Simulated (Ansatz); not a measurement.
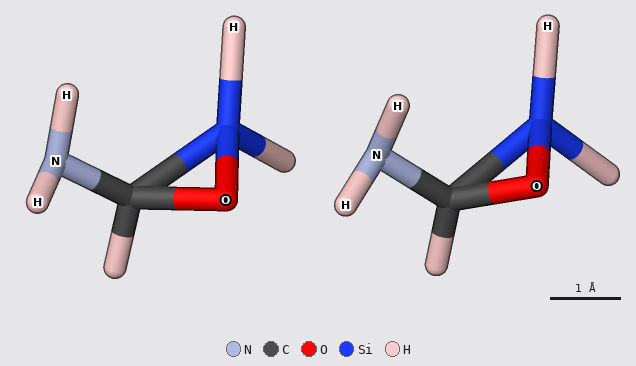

Two geometries of CH5NOSi (coarse preliminary run), drawn at one scale. One is the start of a relaxation, the other its converged end. Style: stick. Shown from a free direction.

These are results of RKS PBE-D4/def2-SVP in Ansatz 0.2.0, not measurements. Settings: force threshold 0.03 eV/Å; at most 200 steps.

Q: Which one is relaxed?

A: The left one is the relaxed one. The start comes from a force field. An H atom moves most after the best rigid fit: 0.38 Å. Largest moves by element: H 0.38 Å, O 0.23 Å, Si 0.21 Å, N 0.10 Å, C 0.04 Å. Among the contacts that change: C–O 1.398 → 1.523 Å, C–Si 1.926 → 1.845 Å, C–H 1.061 → 1.108 Å, H–N 1.075 → 1.028 Å. Among the angles between lasting bonds that change: O–Si–H 105.7° → 118.1°, H–Si–H 123.7° → 112.5°, O–Si–H 106.9° → 116.9°. Groups turn about C–N by about 25°. The energy falls by 11.7 kcal/mol in 7 accepted moves (8 points after the start). Largest force component: 3 eV/Å at the start, 0.018 eV/Å at the end. The line search rejected the trial step at point 6 of the run.
